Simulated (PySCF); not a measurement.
**SF₂: structure of the triplet**

Aim: relax SF₂ as a triplet from a hand-made linear geometry, check by its vibrations whether the end is a minimum, and collect its spectrum and constants.

The runs use PySCF 2.14.0; PBE0, basis S def2-TZVP, F def2-TZVP, no relativity, density fitting.

### 1 The system as given

3 atoms, charge 0, spin multiplicity 3.

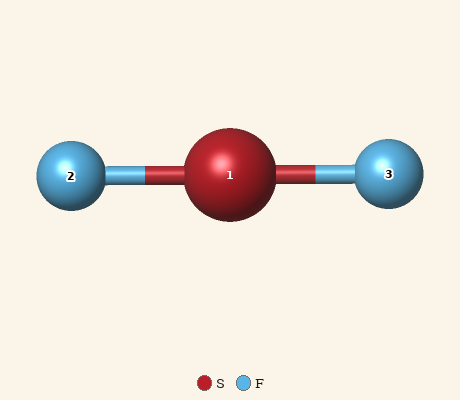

The starting geometry (sulfur red, fluorine blue); atoms are numbered from 1 in the order of the file.

```xyz
3
charge 0 multiplicity 3
S     0.0000    0.0000    0.0000
F     0.0000    0.0000    1.6700
F     0.0000    0.0000   -1.6700
```

### 2 Relaxation: linear start, triplet

One driver script runs all steps and calls PySCF; scf.py shows how it sets up the SCF of each step. The optimiser is the driver's own. Before each start the driver seeks the lowest SCF state from one or more starting densities and follows internal instabilities, so scf.py alone need not reach the same state.

The program finds D∞h symmetry in the start, which this walk keeps. Threshold on the gradient: 0.0003 Eh/bohr, with a further test on the energy change.

The input, scf.py:

```python
from pyscf import gto, scf, dft
mol = gto.M(atom='''
S      0.000000     0.000000     0.000000
F      0.000000     0.000000     1.670000
F      0.000000     0.000000    -1.670000''',
    basis={'S': 'def2-TZVP', 'F': 'def2-TZVP'},
    charge=0, spin=2)
mf = dft.UKS(mol, xc='PBE0')
mf.grids.atom_grid = (50, 194)
aux = {'S': 'def2-universal-JKFIT', 'F': 'def2-universal-JKFIT'}
mf = mf.density_fit(auxbasis=aux)
mf.kernel()
```

After this run come: Frequencies; Following the imaginary mode; Is it a minimum? Harmonic modes.

What does the calculation give? Wanted: minimum; geometry; wavenumbers; dipole moment; highest occupied, lowest empty level; polar-tensor charge of S1; zero-point energy; atomisation energy; ⟨S²⟩.

As calculated:

| quantity | value |
| --- | --- |
| minimum | triplet, C2v |
| geometry | S–F 1.662 Å (×2); F–S–F 161.0° |
| wavenumbers (cm⁻¹) | 217 (a1), 613 (a1), 718 (b2) |
| dipole moment | 0.35 D |
| highest occupied, lowest empty level (either spin) | -8.55, -4.48 eV |
| polar-tensor charge of S1 | +1.21 e |
| zero-point energy | 9.3 kJ/mol |
| entropy at 298.15 K | 264.6 J/(mol K) |
| atomisation energy (no zero-point energy) | 616 kJ/mol |
| ⟨S²⟩ | 2.004 |

What this shows: From D∞h at the start the molecule goes to a C2v minimum, after a first stop at a second-order saddle point 3.7 kJ/mol higher, from which it was pushed off along an imaginary mode. In the infrared the band at 718 cm⁻¹ (b2, stretch) leads. Most of the spin sits on S1 (Mulliken spin 1.61, against 2 for the whole molecule). Other starts or spin states, not run here, may lie lower.
